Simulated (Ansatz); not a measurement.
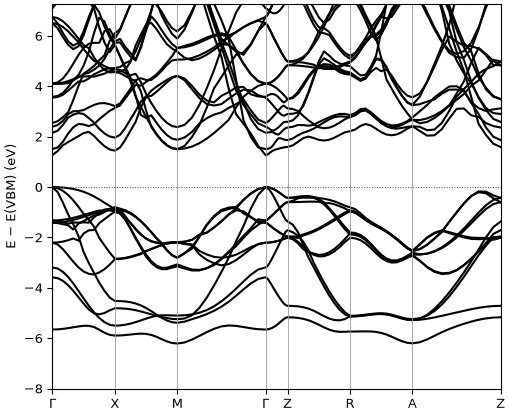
Figure: Band structure from PBE in the plane-wave PAW code Ansatz

Q: Read off the gap and where the band edges lie.

A: About 1.3 eV (1.27 eV by a search for the band edges); maximum at Γ, minimum at Γ.

Q: Which of these materials gives this?
A) Al3GaAs4, P-4m2 (Pearson symbol tP8)
B) AlGaAs2, P-4m2 (Pearson symbol tP8)
C) AlGa3As4, P-4m2 (Pearson symbol tP8)
D) BaTiO3, P4mm (Ba on 1b, Ti on 1a, O on 2c, O on 1a)

A: A, Al3GaAs4, P-4m2 (Pearson symbol tP8)

The start of the workflow was typed in or built on a structure type; neither database checked (COD, Materials Project) lists it. Its standing as an ambient phase is unchecked. Symmetry was held in the PBE relaxation; whether a distortion lowers the energy is not shown. Spin–orbit coupling is left out wherever it is not named.

Potentials: the earlier of the program's two PAW sets.
